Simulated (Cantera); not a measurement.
Feed: 1 mol CH₃SiH₃, 330 mol H₂, equilibrated at 900 K.

These are equilibrium values from Cantera (NASA tables, ideal gas, pure condensed phases), not measurements of a reactor. Candidate condensed phases: C, C₆H₆, C₇H₈, C₈H₁₈, Si, SiC; 87 gas species. The feed counts by its element totals alone. Rates play no part.

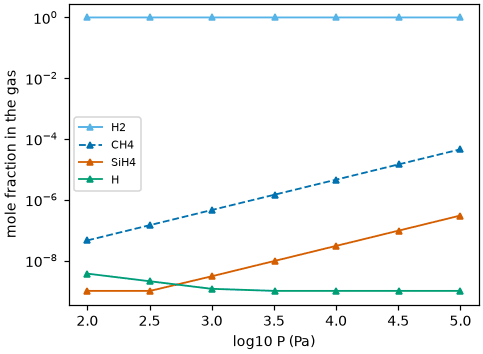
Figure: Equilibrium gas composition (values under 1e-9 drawn at 1e-9)

From 1.00 mbar to 3.20 mbar the condensed part is SiC(s). From 10.0 mbar to 1.00 bar the condensed part is Si(s) + SiC(s).
